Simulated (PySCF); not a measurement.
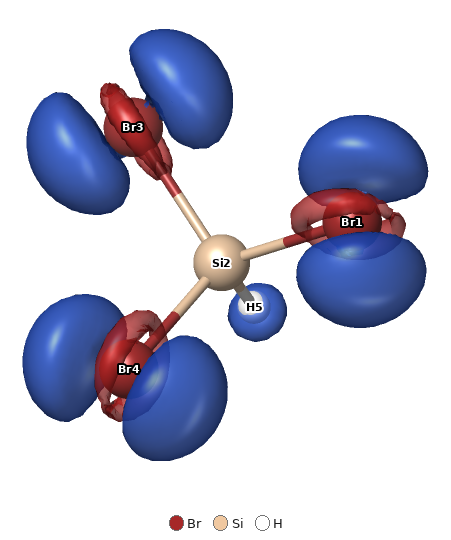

Figure 1: Br3HSi, SMILES `Br[SiH](Br)Br`. Fukui function f⁻ = ρ(N) − ρ(N−1) at fixed geometry, surfaces at ±0.02 e/Å³ (blue positive, red negative).

Computed with PySCF, PBE/def2-TZVP, geometry: GFN2-xTB. No frequency check shows the geometry to be a minimum. GFN2-xTB bond lengths at metals and heavier atoms can be off by up to 0.1 Å and shapes distorted, which carries into these values.

Coordinates in Å:

```
Br1      2.0732    0.0670    0.1062
Si2     -0.0001    0.0000   -0.6474
Br3     -1.0946    1.7619    0.1062
Br4     -0.9786   -1.8290    0.1062
H5       0.0002    0.0003   -2.0879
```

On which atoms does the density change most on removal of an electron?

f⁻ (Hirshfeld-condensed) is largest on Br1, Br3 and Br4 (0.30 each); the vertical ionisation energy is 9.96 eV (the stability of the cation's solution wasn't checked). Condensed values hint at sites of electrophilic attack but needn't mark the atom that reacts. Orbital relaxation makes it negative in places (0.10 e in all).

```csv
atom,f⁻,charge
Br1,+0.30,−0.07
Si2,+0.06,+0.26
Br3,+0.30,−0.07
Br4,+0.30,−0.07
H5,+0.04,−0.05
```

Run time: 84 s on 1 thread of Arm Neoverse V2, on a shared host, peak memory 0.66 GiB.
